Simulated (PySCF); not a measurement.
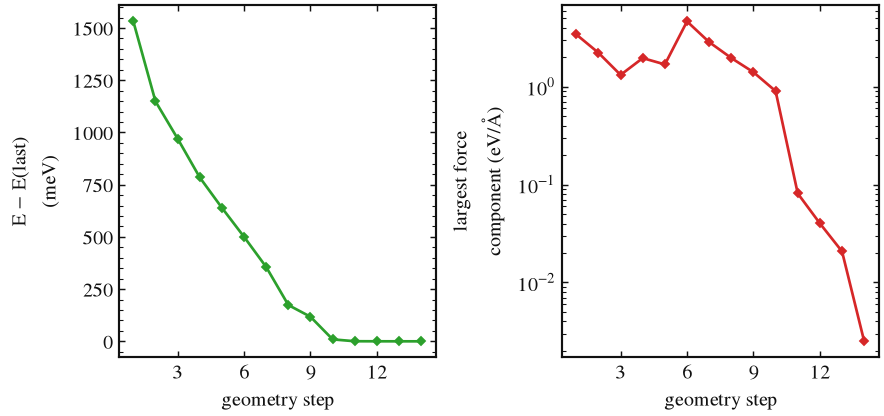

History of a geometry optimisation. The start has point group Cs, which is kept, and the end C2v. A held symmetry can leave a saddle point.

System: LiO2 molecule, multiplicity 2.
Method: UKS-based PBE0, Li def2-TZVP, O def2-TZVP; non-relativistic Hamiltonian; density fitting (PySCF 2.14.0).

Question: How did it end, and what did it gain?

Answer: The optimisation met its thresholds at geometry 14, counting the start as the first. The energy fell by about 1500 meV from the first step to the last. The largest force component goes from about 3.4 eV/Å at the start to 2.5 × 10⁻³ eV/Å at the end.
